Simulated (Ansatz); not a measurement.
System: BF₂H₃Si.

```xyz
7

F    -1.4557    0.8093   -1.4737
B    -0.4119    0.9561   -0.6100
Si    0.3297   -0.6069    0.4460
F    -0.4982   -2.0612    0.0957
H     0.0533    2.0494   -0.4961
H     1.7845   -0.8075    0.1167
H     0.1983   -0.3392    1.9214
```

These are results of RKS B3LYP-D4/6-31G in Ansatz 0.2.0, not measurements.

What can the converged electron density and electron localisation function tell about the bonding?

Answer. B–F (1.36 Å): ρ is about 1.8 e/Å³ halfway; the ELF peaks at about 0.85 between the atoms, as expected for a shared but strongly polarised pair.
Si–F (1.71 Å): ρ at the midpoint is about 0.75 e/Å³; the ELF peaks at about 0.80 in the valence shell of F, 0.6 Å from its nucleus, and is about 0.45 at the midpoint.
Si–B (2.03 Å): ρ is about 0.72 e/Å³ halfway; the ELF peaks at about 1 between the atoms: localised, covalent bonding.
B–H (1.19 Å): ρ at the midpoint is about 1.2 e/Å³; the ELF climbs to about 1 towards the hydrogen, as it does in any bond to H: a covalent bond by its length.

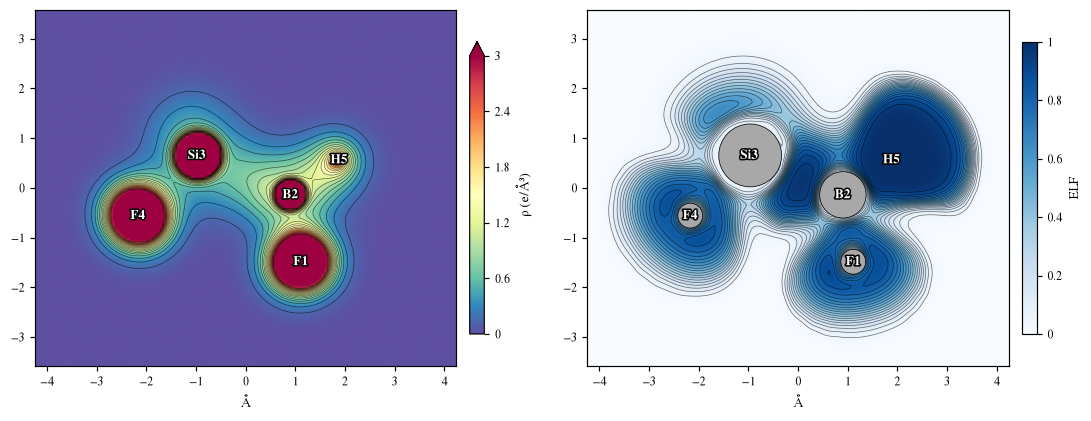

Computed electron density and electron localisation function on the plane of atoms F1, B2 and H5, in this order. Grey discs cover the atomic cores in the ELF map. 
